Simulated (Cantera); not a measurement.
A closed system holds: 1 mol MgSO₄, 0.037 mol H₂, at 0.000840 bar.

Cantera equilibrium calculation (NASA polynomials, part measured and part estimated; ideal gas, pure solids and liquids). Candidate condensed phases: H₂O, H₂SO₄, Mg, MgO, Mg(OH)₂, MgS, MgSO₄, S; 26 gas species. Mutual solubility and eutectic melting of coexisting phases are not modelled. The numbers say what is thermodynamically allowed, not how fast it happens.

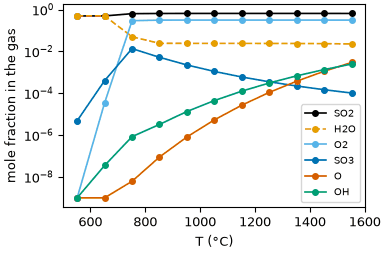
Figure: Equilibrium gas composition (values under 1e-9 drawn at 1e-9)

Q: Read off the mole fractions at 1052 °C.

A: SO₂ about 0.66, O₂ about 0.32, H₂O about 0.024, SO₃ about 0.0011, OH about 4.5e-5, O about 5.3e-6.
